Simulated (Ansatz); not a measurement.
# One shape, several levels: SiF2 (SMILES F[Si]F)

Wanted: a comparison of 6 runs (SVWN5/STO-3G, revPBE/STO-3G, wB97X/STO-3G, CCSDT/STO-3G, CCSD/STO-3G, FCI/STO-3G) of SiF2. 

The results are computed with Ansatz 0.2.0.

36 further runs of the same task are left out: 4 that didn't finish, 32 set aside as unsound or not needed.

## Step 1: The molecule

SiF2: 3 atoms, total charge 0, spin state singlet. SMILES: `F[Si]F`. The F2–Si1 distance was set to 2.022 Å, away from the relaxed value.

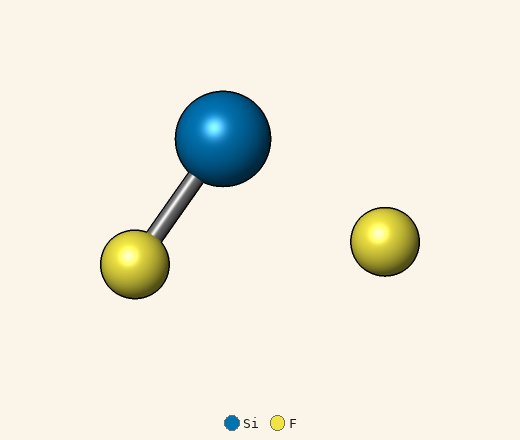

The structure, seen from a chosen angle (silicon blue, fluorine yellow).

## Step 2: The energy at SVWN5/STO-3G (run 1)

The input, job.yaml:

```yaml
basis:
  gaussian:
    orbitals: STO-3G
crystal:
  periodic: [false, false, false]
  atoms:
    - {symbol: Si, position_ang: [-0.286205, -0.005265, -1.026150]}
    - {symbol: F, position_ang: [1.165930, -0.017340, 0.380560]}
    - {symbol: F, position_ang: [-1.460575, 0.027435, 0.082900]}
hamiltonian:
  xc: {name: SVWN5}
accuracy: high
```

Started as:

```bash
$ ansatz run job.yaml --threads 1 --pin off --max-ram 2610MiB --events-out events.jsonl --progress --plain --runs-dir runs
```

The log of the run:

```text
Warning: RAYON_NUM_THREADS=1 ignored (pool sized by the plan → 1); use --threads N
Functional definition: SVWN5
  name "SVWN5"
  exchange = slater_x
  correlation = vwn5_c
333 factors; integrals over basis functions are off by at most 8.3e-9 eV
mean field evaluation 1: about -13069.5721 eV, gradient 2.3e1 eV
mean field evaluation 2: about -12896.2489 eV, gradient 2.3e2 eV
mean field evaluation 4: about -13068.6950 eV, gradient 3.5e1 eV
mean field evaluation 8: about -13072.4389 eV, gradient 4.8e-2 eV
mean field evaluation 16: about -13072.4073 eV, gradient 1.3e-8 eV
mean field -13072.40734811 eV, -480.4021092473 hartree, gradient 1.3e-8 eV, S^2 0.000000; 0 other end points of the search recorded, 0 dependent functions left out
reference -13072.40734931 eV, -480.4021092910 hartree; 16, 16 occupied and 3, 3 virtual orbitals, 333 factors
Total energy: -13072.40734931 eV, -480.4021092910 hartree
```

It took 0.64 s on 1 thread of Arm Neoverse V1, shared host; peak memory 0.086 GiB.

## Step 3: The energy at revPBE/STO-3G (run 2)

The input, molecule.yaml:

```yaml
crystal:
  periodic: [false, false, false]
  atoms:
    - {symbol: Si, position_ang: [-0.286205, -0.005265, -1.026150]}
    - {symbol: F, position_ang: [1.165930, -0.017340, 0.380560]}
    - {symbol: F, position_ang: [-1.460575, 0.027435, 0.082900]}
basis:
  gaussian:
    orbitals: STO-3G
magnetization:
  spin_polarized: false
  initial_magnetization: 0
hamiltonian:
  xc: {name: revPBE}
accuracy: high
```

Started as:

```bash
$ ansatz run molecule.yaml --threads 1 --pin off --max-ram 2610MiB --events-out events.jsonl --progress --plain --runs-dir runs
```

The log of the run:

```text
Warning: RAYON_NUM_THREADS=1 ignored (pool sized by the plan → 1); use --threads N
Functional definition: revPBE
  name "revPBE"
  parameter kappa = 1.245
  parameter beta = 0.06672455060314922
  exchange = pbe_x(kappa = kappa, mu = beta*pi^2/3)
  correlation = pbe_c(beta = beta)
333 factors; integrals over basis functions are off by at most 8.3e-9 eV
mean field evaluation 1: about -13133.9499 eV, gradient 2.3e1 eV
mean field evaluation 2: about -12965.6415 eV, gradient 2.3e2 eV
mean field evaluation 4: about -13133.1747 eV, gradient 3.5e1 eV
mean field evaluation 8: about -13136.9640 eV, gradient 4.8e-2 eV
mean field evaluation 16: about -13136.9343 eV, gradient 1.2e-8 eV
mean field -13136.93429576 eV, -482.7734308352 hartree, gradient 1.2e-8 eV, S^2 0.000000; 0 other end points of the search recorded, 0 dependent functions left out
reference -13136.93429729 eV, -482.7734308916 hartree; 16, 16 occupied and 3, 3 virtual orbitals, 333 factors
Total energy: -13136.93429729 eV, -482.7734308916 hartree
```

Wall time 0.95 s (1 thread of Arm Neoverse V1, shared host); peak memory 0.089 GiB.

Runs 3 to 5 aren't shown in full; the table further down has their settings and results.

## Step 4: The energy at FCI/STO-3G (run 6)

molecule.yaml, as its differences from that of step 3:

```diff
@@ -9,7 +9,5 @@
     orbitals: STO-3G
-magnetization:
-  spin_polarized: false
-  initial_magnetization: 0
-hamiltonian:
-  xc: {name: revPBE}
+correlation:
+  method: fci
+  frozen_orbitals: {F: 1, Si: 5}
 accuracy: high
```

Started as:

```bash
$ ansatz run molecule.yaml --threads 1 --pin off --max-ram 2610MiB --events-out events.jsonl --progress --plain --runs-dir runs
```

The log of the run:

```text
Warning: RAYON_NUM_THREADS=1 ignored (pool sized by the plan → 1); use --threads N
Functional definition: HF
  name "HF"
  exchange = exact_x
  correlation = 0
333 factors; integrals over basis functions are off by at most 8.3e-9 eV
mean field evaluation 1: about -13100.5812 eV, gradient 2.6e1 eV
mean field evaluation 2: about -13100.6401 eV, gradient 2.6e1 eV
mean field evaluation 4: about -13105.2096 eV, gradient 2.6e0 eV
mean field evaluation 8: about -13105.2944 eV, gradient 7.6e-2 eV
mean field -13105.29444396 eV, -481.6106877279 hartree, gradient 1.8e-8 eV, S^2 0.000000; 0 other end points of the search recorded, 0 dependent functions left out; unrestricted orbitals would lower it
mean field evaluation 16: about -13105.1376 eV, gradient 2.5e0 eV
7 core orbitals not correlated: weight in the atoms' cores, before any rotation towards them, 1.000 or more for the frozen orbitals, at most 0.000 for the correlated occupied ones
reference -13105.29444396 eV, -481.6106877279 hartree; 9, 9 occupied and 3, 3 virtual orbitals, 333 factors
state -13108.44082926 eV, -481.7263152551 hartree
Total energy: -13108.44082926 eV, -481.7263152551 hartree
```

It took 0.43 s on 1 thread of Arm Neoverse V1, shared host.

## Step 5: All runs side by side

```
run          level  frozen core orbitals  energy (Eh)  wall time
  1   SVWN5/STO-3G                     –  -480.402109     0.64 s
  2  revPBE/STO-3G                     –  -482.773431     0.95 s
  3   wB97X/STO-3G                     –  -482.832943      3.9 s
  4   CCSDT/STO-3G                     7  -481.725183     0.52 s
  5    CCSD/STO-3G                     7  -481.712580      0.2 s
  6     FCI/STO-3G                     7  -481.726315     0.43 s
```

## Step 6: Outcome

| quantity | value |
| --- | --- |
| run 6: total energy | -481.72632 Eh |
| run 6: correlation energy (7 core orbitals frozen) | -115.6 mEh |

**Reading.** Against full CI in this basis: CCSDT +1.1 mEh; CCSD +13.7 mEh. Totals of different functionals can't be ranked against each other. In runs 4, 5 the log says that unrestricted orbitals would lower the reference, so the values rest on an unstable closed-shell determinant (other closed-shell runs at this shape may share the fault). In runs 1, 2, 3, 4, 5, 6 the basis is minimal, so the values are rough. All runs together took 6.6 s, the longest 3.9 s.
